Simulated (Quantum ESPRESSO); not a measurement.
# Cr2O3 (Eskolaite): which magnetic order is lowest, part 2 of 3

Does Cr2O3 (Eskolaite) prefer parallel or opposed moments, or none?

Quantum ESPRESSO 7.5; PBE with U = 3.5 eV on Cr d (ortho-atomic projectors); plane waves with GBRV 1.5 PBE potentials, no spin-orbit coupling.

So far, absolute magnetization (μB): step 2 (start 1: ferro ++++) 12.6.

## (3) Run 2 (antiferro +−−+)

pw.in

```
&CONTROL
  calculation = 'scf'
  prefix = 'pwscf'
  outdir = './tmp'
  pseudo_dir = './pseudo'
  disk_io = 'nowf'
/
&SYSTEM
  ibrav = 0
  celldm(1) = 8
  nat = 10
  ntyp = 3
  ecutwfc = 40
  ecutrho = 280
  nbnd = 60
  occupations = 'smearing'
  smearing = 'fd'
  degauss = 0.00367493
  nspin = 2
  starting_magnetization(1) = 0.2143
  starting_magnetization(2) = -0.2143
  starting_magnetization(3) = 0
/
&ELECTRONS
  conv_thr = 2d-08
  electron_maxstep = 150
  mixing_beta = 0.3
/
ATOMIC_SPECIES
Cr1    51.9961 cr_pbe_v1.5.uspp.F.UPF
Cr2    51.9961 cr_pbe_v1.5.uspp.F.UPF
O      15.9990 o_pbe_v1.2.uspp.F.UPF
CELL_PARAMETERS alat
   0.5854607749856    0.3380159360411    1.0702385168308
  -0.5854607749856    0.3380159360411    1.0702385168308
   0.0000000000000   -0.6760318720822    1.0702385168308
ATOMIC_POSITIONS crystal
Cr1     0.3474800000    0.3474800000    0.3474800000
Cr2     0.1525200000    0.1525200000    0.1525200000
Cr2     0.6525200000    0.6525200000    0.6525200000
Cr1     0.8474800000    0.8474800000    0.8474800000
O       0.5558000000    0.9442000000    0.2500000000
O       0.2500000000    0.5558000000    0.9442000000
O       0.9442000000    0.2500000000    0.5558000000
O       0.4442000000    0.0558000000    0.7500000000
O       0.7500000000    0.4442000000    0.0558000000
O       0.0558000000    0.7500000000    0.4442000000
K_POINTS automatic
6 6 6 0 0 0
HUBBARD {ortho-atomic}
U Cr1-3d 3.5000
U Cr2-3d 3.5000
```

The run is started by

```
OMP_NUM_THREADS=1 mpirun -n 4 pw.x -nk 4 -in pw.in > pw.out
```

What it wrote:

```text
[banner, memory and clock lines left out]
Program PWSCF v.7.5 starts

     Message from routine setup:
     using ibrav=0 with symmetry is DISCOURAGED, use correct ibrav instead

     bravais-lattice index     =            0
     lattice parameter (alat)  =       8.0000  a.u.
     unit-cell volume          =     650.6340 (a.u.)^3
     number of atoms/cell      =           10
     number of atomic types    =            3
     number of electrons       =        92.00
     number of Kohn-Sham states=           60
     kinetic-energy cutoff     =      40.0000  Ry
     charge density cutoff     =     280.0000  Ry
     scf convergence threshold =      2.0E-08
     mixing beta               =       0.3000
     number of iterations used =            8  plain     mixing
     Exchange-correlation= SLA  PW   PBE  PBE
                           (   1   4   3   4   0   0   0)
     Hubbard projectors: ortho-atomic
     Hubbard parameters of DFT+U (Dudarev formulation) in eV:
     U(Cr1-3d) =  3.5000
     U(Cr2-3d) =  3.5000

     Internal variables: lda_plus_u =T, lda_plus_u_kind = 0

     Internal variables: orbital_resolved =F, hub_pot_fix =F, apply_U = F

     celldm(1)=   8.000000  celldm(2)=   0.000000  celldm(3)=   0.000000
     celldm(4)=   0.000000  celldm(5)=   0.000000  celldm(6)=   0.000000

     crystal axes: (cart. coord. in units of alat)
               a(1) = (   0.585461   0.338016   1.070239 )
               a(2) = (  -0.585461   0.338016   1.070239 )
               a(3) = (   0.000000  -0.676032   1.070239 )

     reciprocal axes: (cart. coord. in units 2 pi/alat)
               b(1) = (  0.854028  0.493073  0.311457 )
               b(2) = ( -0.854028  0.493073  0.311457 )
               b(3) = (  0.000000 -0.986147  0.311457 )

     PseudoPot. # 1 for Cr read from file:
     cr_pbe_v1.5.uspp.F.UPF
     Pseudo is Ultrasoft + core correction, Zval = 14.0

     PseudoPot. # 2 for Cr read from file:
     cr_pbe_v1.5.uspp.F.UPF
     Pseudo is Ultrasoft + core correction, Zval = 14.0

     PseudoPot. # 3 for O  read from file:
     o_pbe_v1.2.uspp.F.UPF
     Pseudo is Ultrasoft + core correction, Zval =  6.0

     atomic species   valence    mass     pseudopotential
     Cr1              14.00    51.99610     Cr( 1.00)
     Cr2              14.00    51.99610     Cr( 1.00)
     O                 6.00    15.99900     O ( 1.00)

     Starting magnetic structure
     atomic species   magnetization
     Cr1             0.214
     Cr2            -0.214
     O               0.000

      6 Sym. Ops. (no inversion) found ( 3 have fractional translation)

   Cartesian axes

     site n.     atom                  positions (alat units)
         1        Cr1    tau(   1) = (  -0.0000000  -0.0000000   1.1156594  )
         2        Cr2    tau(   2) = (   0.0000000  -0.0000000   0.4896983  )
         3        Cr2    tau(   3) = (   0.0000000  -0.0000000   2.0950561  )
         4        Cr1    tau(   4) = (  -0.0000000   0.0000000   2.7210172  )
         5        O      tau(   5) = (  -0.2273930   0.3380159   1.8729174  )
         6        O      tau(   6) = (  -0.1790339  -0.3659361   1.8729174  )
         7        O      tau(   7) = (   0.4064269   0.0279201   1.8729174  )
         8        O      tau(   8) = (   0.2273930  -0.3380159   1.3377981  )
         9        O      tau(   9) = (   0.1790339   0.3659361   1.3377981  )
        10        O      tau(  10) = (  -0.4064269  -0.0279201   1.3377981  )

     number of k points=    32  Fermi-Dirac smearing, width (Ry)=  0.0037
                       cart. coord. in units 2pi/alat
        k(    1) = (   0.0000000   0.0000000   0.0000000), wk =   0.0046296
        k(    2) = (   0.0000000  -0.1643578   0.0519095), wk =   0.0277778
        k(    3) = (   0.0000000  -0.3287156   0.1038190), wk =   0.0277778
        k(    4) = (  -0.0000000   0.4930734  -0.1557285), wk =   0.0138889
        k(    5) = (  -0.1423380  -0.0821789   0.1038190), wk =   0.0277778
        [... 27 further k-points ...]

     Dense  grid:    51357 G-vectors     FFT dimensions: (  54,  54,  54)

     Smooth grid:    22277 G-vectors     FFT dimensions: (  48,  48,  48)

     Check: negative core charge=   -0.000008
     Generating pointlists ...
     new r_m :   0.1914 (alat units)  1.5312 (a.u.) for type    1
     new r_m :   0.1914 (alat units)  1.5312 (a.u.) for type    2
     new r_m :   0.1914 (alat units)  1.5312 (a.u.) for type    3

     Initial potential from superposition of free atoms

     starting charge      87.9999, renormalised to      92.0000

     negative rho (up, down):  1.177E-03 1.177E-03

     STARTING HUBBARD OCCUPATIONS:

     =================== HUBBARD OCCUPATIONS ===================
     ------------------------ ATOM    1 ------------------------
     Tr[ns(  1)] (up, down, total) =   3.40000  0.00000  3.40000
     Atomic magnetic moment for atom   1 =   3.40000
     [... lines left out ...]
     ------------------------ ATOM    2 ------------------------
     Tr[ns(  2)] (up, down, total) =   0.00000  3.40000  3.40000
     Atomic magnetic moment for atom   2 =  -3.40000
     [... lines left out ...]
     ------------------------ ATOM    3 ------------------------
     Tr[ns(  3)] (up, down, total) =   0.00000  3.40000  3.40000
     Atomic magnetic moment for atom   3 =  -3.40000
     [... lines left out ...]
     ------------------------ ATOM    4 ------------------------
     Tr[ns(  4)] (up, down, total) =   3.40000  0.00000  3.40000
     Atomic magnetic moment for atom   4 =   3.40000
     [... lines left out ...]
     Number of occupied Hubbard levels =   13.6000

     Atomic wfc used for Hubbard projectors are orthogonalized

     Starting wfcs are   64 randomized atomic wfcs

     Self-consistent Calculation

     iteration #  1     ecut=    40.00 Ry     beta= 0.30
     Davidson diagonalization with overlap
     ethr =  1.00E-02,  avg # of iterations =  3.3

     =================== HUBBARD OCCUPATIONS ===================
     ------------------------ ATOM    1 ------------------------
     Tr[ns(  1)] (up, down, total) =   3.21260  0.35688  3.56948
     Atomic magnetic moment for atom   1 =   2.85572
     [... lines left out ...]
     ------------------------ ATOM    2 ------------------------
     Tr[ns(  2)] (up, down, total) =   0.35688  3.21279  3.56967
     Atomic magnetic moment for atom   2 =  -2.85591
     [... lines left out ...]
     ------------------------ ATOM    3 ------------------------
     Tr[ns(  3)] (up, down, total) =   0.35688  3.21279  3.56967
     Atomic magnetic moment for atom   3 =  -2.85591
     [... lines left out ...]
     ------------------------ ATOM    4 ------------------------
     Tr[ns(  4)] (up, down, total) =   3.21260  0.35688  3.56948
     Atomic magnetic moment for atom   4 =   2.85572
     [... lines left out ...]
     Number of occupied Hubbard levels =   14.2783

     negative rho (up, down):  2.967E-03 2.967E-03

     total energy              =    -895.03590900 Ry
     estimated scf accuracy    <       3.91982569 Ry

     total magnetization       =     0.00 Bohr mag/cell
     absolute magnetization    =    11.60 Bohr mag/cell

     iteration #  2     ecut=    40.00 Ry     beta= 0.30
     Davidson diagonalization with overlap
     ethr =  4.26E-03,  avg # of iterations =  2.3

     negative rho (up, down):  4.568E-03 4.568E-03

     total energy              =    -895.72477402 Ry
     estimated scf accuracy    <       0.23383022 Ry

     total magnetization       =     0.00 Bohr mag/cell
     absolute magnetization    =    12.35 Bohr mag/cell

     [... further iterations left out ...]

     iteration # 12     ecut=    40.00 Ry     beta= 0.30
     Davidson diagonalization with overlap
     ethr =  5.00E-10,  avg # of iterations =  1.0

     negative rho (up, down):  8.270E-03 8.270E-03

     total energy              =    -895.81297837 Ry
     estimated scf accuracy    <       0.00000013 Ry

     total magnetization       =     0.00 Bohr mag/cell
     absolute magnetization    =    12.38 Bohr mag/cell

     iteration # 13     ecut=    40.00 Ry     beta= 0.30
     Davidson diagonalization with overlap
     ethr =  1.40E-10,  avg # of iterations =  2.0

     negative rho (up, down):  8.270E-03 8.270E-03

     Magnetic moment per site  (integrated on atomic sphere of radius R)
     atom   1 (R=0.191)  charge= 10.8407  magn=  2.4315
     atom   2 (R=0.191)  charge= 10.8407  magn= -2.4315
     atom   3 (R=0.191)  charge= 10.8407  magn= -2.4315
     atom   4 (R=0.191)  charge= 10.8407  magn=  2.4315
     atom   5 (R=0.191)  charge=  5.4947  magn= -0.0000
     atom   6 (R=0.191)  charge=  5.4947  magn= -0.0000
     atom   7 (R=0.191)  charge=  5.4947  magn= -0.0000
     atom   8 (R=0.191)  charge=  5.4947  magn= -0.0000
     atom   9 (R=0.191)  charge=  5.4947  magn= -0.0000
     atom  10 (R=0.191)  charge=  5.4947  magn= -0.0000

     End of self-consistent calculation

     =================== HUBBARD OCCUPATIONS ===================
     ------------------------ ATOM    1 ------------------------
     Tr[ns(  1)] (up, down, total) =   3.55513  0.58380  4.13893
     Atomic magnetic moment for atom   1 =   2.97133
     [... lines left out ...]
     ------------------------ ATOM    2 ------------------------
     Tr[ns(  2)] (up, down, total) =   0.58380  3.55513  4.13893
     Atomic magnetic moment for atom   2 =  -2.97133
     [... lines left out ...]
     ------------------------ ATOM    3 ------------------------
     Tr[ns(  3)] (up, down, total) =   0.58380  3.55513  4.13893
     Atomic magnetic moment for atom   3 =  -2.97133
     [... lines left out ...]
     ------------------------ ATOM    4 ------------------------
     Tr[ns(  4)] (up, down, total) =   3.55513  0.58380  4.13893
     Atomic magnetic moment for atom   4 =   2.97133
     [... lines left out ...]
     Number of occupied Hubbard levels =   16.5557

     [... lines left out ...]
     the Fermi energy is    12.8953 ev

!    total energy              =    -895.81297883 Ry
     estimated scf accuracy    <       0.00000001 Ry
     smearing contrib. (-TS)   =      -0.00000000 Ry
     internal energy E=F+TS    =    -895.81297883 Ry

     The total energy is F=E-TS. E is the sum of the following terms:
     one-electron contribution =    -365.66799124 Ry
     hartree contribution      =     232.56608674 Ry
     xc contribution           =    -134.44201514 Ry
     ewald contribution        =    -628.76144723 Ry
     Hubbard energy            =       0.49238804 Ry

     total magnetization       =     0.00 Bohr mag/cell
     absolute magnetization    =    12.38 Bohr mag/cell

     convergence has been achieved in  13 iterations
```

Run time: 75 s. Hardware: 4 MPI ranks of Intel Xeon Platinum 8488C (Sapphire Rapids), shared host; peak memory 0.74 GiB.

Spin moment in the atom's sphere by atom:

| atom | spin moment in the atom's sphere (μB) |
| --- | --- |
| Cr1 | 2.43 |
| Cr2 | -2.43 |
| Cr3 | -2.43 |
| Cr4 | 2.43 |
| O5 | 0.00 |
| O6 | 0.00 |
| O7 | 0.00 |
| O8 | 0.00 |
| O9 | 0.00 |
| O10 | 0.00 |

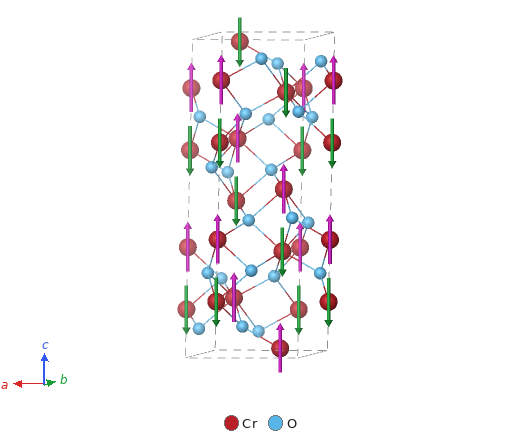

Spin moment in the atom's sphere as arrows, the longest 2.43 μB. Up and down stand for the sign. Arrows give size and sign along the axis of quantisation, drawn up and down the page. The two directions have two colours. Some periodic images of atoms are drawn too.

This step gave:

| Item | Value |
| --- | --- |
| smearing term TS | 8.85e-14 eV |
| magnetization | 0 μB |
| absolute magnetization | 12.38 μB |
| final state | antiferromagnetic |

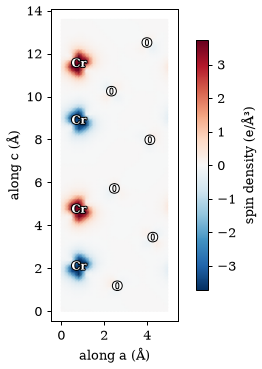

Spin density in the ac plane of the conventional cell at fractional y = 0.000, with atoms of Cr and O within 0.2 Å of it. The map starts off the cell's origin, so that atoms lie inside it.

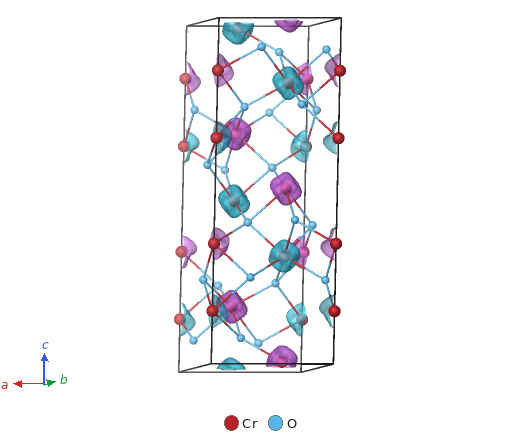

Surfaces of spin density = ±1 e/Å³, which hold about 50 % of the integral of its size. The two colours are the two signs.

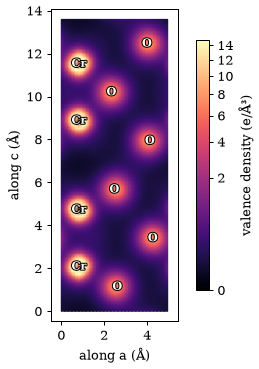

Valence density in the ac plane of the conventional cell at fractional y = 0.000, with atoms of Cr and O within 0.2 Å of it. It is the smooth field of the valence electrons, not physical close to the nuclei. The map starts off the cell's origin, so that atoms lie inside it. The colour scale is stretched toward low values.

## (4) Run 3, typed as antiferro ++−−

Edit pw.in of step 3 so:

```diff
@@ -38,5 +38,5 @@
 Cr1     0.3474800000    0.3474800000    0.3474800000
-Cr2     0.1525200000    0.1525200000    0.1525200000
+Cr1     0.1525200000    0.1525200000    0.1525200000
 Cr2     0.6525200000    0.6525200000    0.6525200000
-Cr1     0.8474800000    0.8474800000    0.8474800000
+Cr2     0.8474800000    0.8474800000    0.8474800000
 O       0.5558000000    0.9442000000    0.2500000000
```

What it wrote:

```text
     [... lines left out ...]
Program PWSCF v.7.5 starts
     [... lines left out ...]
     number of atoms/cell      =           10
     [... lines left out ...]
     number of electrons       =        92.00
     number of Kohn-Sham states=           60
     kinetic-energy cutoff     =      40.0000  Ry
     charge density cutoff     =     280.0000  Ry
     scf convergence threshold =      2.0E-08
     [... lines left out ...]
      6 Sym. Ops. (no inversion) found ( 3 have fractional translation)
     [... lines left out ...]
     number of k points=    32  Fermi-Dirac smearing, width (Ry)=  0.0037
     [... lines left out ...]
     iteration # 14     ecut=    40.00 Ry     beta= 0.30
     [... lines left out ...]
     Magnetic moment per site  (integrated on atomic sphere of radius R)
     atom   1 (R=0.191)  charge= 10.8419  magn=  2.4287
     atom   2 (R=0.191)  charge= 10.8419  magn=  2.4287
     atom   3 (R=0.191)  charge= 10.8419  magn= -2.4287
     atom   4 (R=0.191)  charge= 10.8419  magn= -2.4287
     atom   5 (R=0.191)  charge=  5.4949  magn= -0.0111
     atom   6 (R=0.191)  charge=  5.4949  magn= -0.0111
     atom   7 (R=0.191)  charge=  5.4949  magn= -0.0111
     atom   8 (R=0.191)  charge=  5.4949  magn=  0.0111
     atom   9 (R=0.191)  charge=  5.4949  magn=  0.0111
     atom  10 (R=0.191)  charge=  5.4949  magn=  0.0111
     [... lines left out ...]
     Tr[ns(  1)] (up, down, total) =   3.55118  0.58662  4.13780
     [... lines left out ...]
     Tr[ns(  2)] (up, down, total) =   3.55118  0.58662  4.13780
     [... lines left out ...]
     Tr[ns(  3)] (up, down, total) =   0.58662  3.55118  4.13780
     [... lines left out ...]
     Tr[ns(  4)] (up, down, total) =   0.58662  3.55118  4.13780
     [... lines left out ...]
     the Fermi energy is    13.1782 ev
!    total energy              =    -895.80338919 Ry
     estimated scf accuracy    <          3.5E-09 Ry
     smearing contrib. (-TS)   =      -0.00000000 Ry
     [... lines left out ...]
     total magnetization       =     0.00 Bohr mag/cell
     absolute magnetization    =    12.29 Bohr mag/cell
     convergence has been achieved in  14 iterations
```

The job ended after 79 s (4 MPI ranks; peak memory 0.81 GiB).

Spin moment in the atom's sphere by atom:

| atom | spin moment in the atom's sphere (μB) |
| --- | --- |
| Cr1 | 2.43 |
| Cr2 | 2.43 |
| Cr3 | -2.43 |
| Cr4 | -2.43 |
| O5 | -0.01 |
| O6 | -0.01 |
| O7 | -0.01 |
| O8 | 0.01 |
| O9 | 0.01 |
| O10 | 0.01 |

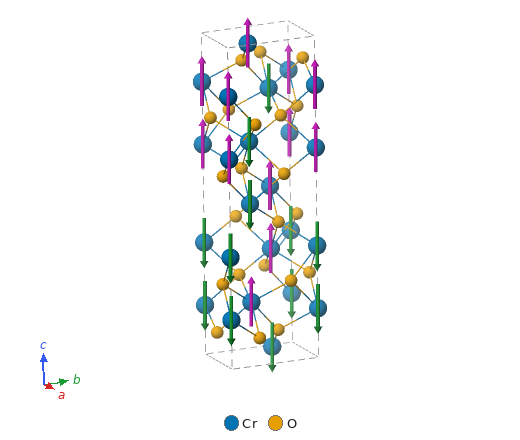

Spin moment in the atom's sphere as arrows, the longest 2.43 μB. Up and down stand for the sign. Arrows give size and sign along the axis of quantisation, drawn up and down the page. The two directions have two colours. Some periodic images of atoms are drawn too.

Numbers from this step:

* smearing term TS: 1.06e-12 eV
* magnetization: 0 μB
* absolute magnetization: 12.29 μB
* final state: antiferromagnetic

## (5) Start 4: antiferro +−+−

Edit pw.in of step 4 so:

```diff
@@ -38,4 +38,4 @@
 Cr1     0.3474800000    0.3474800000    0.3474800000
-Cr1     0.1525200000    0.1525200000    0.1525200000
-Cr2     0.6525200000    0.6525200000    0.6525200000
+Cr2     0.1525200000    0.1525200000    0.1525200000
+Cr1     0.6525200000    0.6525200000    0.6525200000
 Cr2     0.8474800000    0.8474800000    0.8474800000
```

What it wrote:

```text
     [... lines left out ...]
Program PWSCF v.7.5 starts
     [... lines left out ...]
     number of atoms/cell      =           10
     [... lines left out ...]
     number of electrons       =        92.00
     number of Kohn-Sham states=           60
     kinetic-energy cutoff     =      40.0000  Ry
     charge density cutoff     =     280.0000  Ry
     scf convergence threshold =      2.0E-08
     [... lines left out ...]
      6 Sym. Ops., with inversion, found
     [... lines left out ...]
     number of k points=    40  Fermi-Dirac smearing, width (Ry)=  0.0037
     [... lines left out ...]
     iteration # 15     ecut=    40.00 Ry     beta= 0.30
     [... lines left out ...]
     Magnetic moment per site  (integrated on atomic sphere of radius R)
     atom   1 (R=0.191)  charge= 10.8418  magn=  2.4101
     atom   2 (R=0.191)  charge= 10.8418  magn= -2.4101
     atom   3 (R=0.191)  charge= 10.8418  magn=  2.4101
     atom   4 (R=0.191)  charge= 10.8418  magn= -2.4101
     atom   5 (R=0.191)  charge=  5.4960  magn=  0.0000
     atom   6 (R=0.191)  charge=  5.4960  magn=  0.0000
     atom   7 (R=0.191)  charge=  5.4960  magn=  0.0000
     atom   8 (R=0.191)  charge=  5.4960  magn=  0.0000
     atom   9 (R=0.191)  charge=  5.4960  magn=  0.0000
     atom  10 (R=0.191)  charge=  5.4960  magn=  0.0000
     [... lines left out ...]
     Tr[ns(  1)] (up, down, total) =   3.53615  0.59755  4.13370
     [... lines left out ...]
     Tr[ns(  2)] (up, down, total) =   0.59755  3.53615  4.13370
     [... lines left out ...]
     Tr[ns(  3)] (up, down, total) =   3.53615  0.59755  4.13370
     [... lines left out ...]
     Tr[ns(  4)] (up, down, total) =   0.59755  3.53615  4.13370
     [... lines left out ...]
     the Fermi energy is    13.1089 ev
!    total energy              =    -895.79345713 Ry
     estimated scf accuracy    <          2.3E-09 Ry
     smearing contrib. (-TS)   =      -0.00000000 Ry
     [... lines left out ...]
     total magnetization       =     0.00 Bohr mag/cell
     absolute magnetization    =    12.12 Bohr mag/cell
     convergence has been achieved in  15 iterations
```

Elapsed: 96 s, on 4 MPI ranks; peak memory 0.93 GiB; 6.4 min of CPU time.

Numbers from this step:

* smearing term TS: 8.22e-13 eV
* magnetization: 0 μB
* absolute magnetization: 12.12 μB
* final state: antiferromagnetic
* largest moment: 2.410 μB

[end of part 2 of 3]

[Logs and program files are shortened in this print: banners, set-up blocks, solver, clock and traceback lines can be left out without a mark of their own.]

[Logs are printed without paths, hosts, clocks, repeated set-up lines and the standing remarks that a program may print on its own settings, such as how far it seeks lower states.]

[Hosts, paths, dates, database ids (printed as entryN), source tags and the programs' standing remarks are cut or masked in the printed files.]

[Where a cell is said to come from a database of computed structures, the database is the Materials Project.]
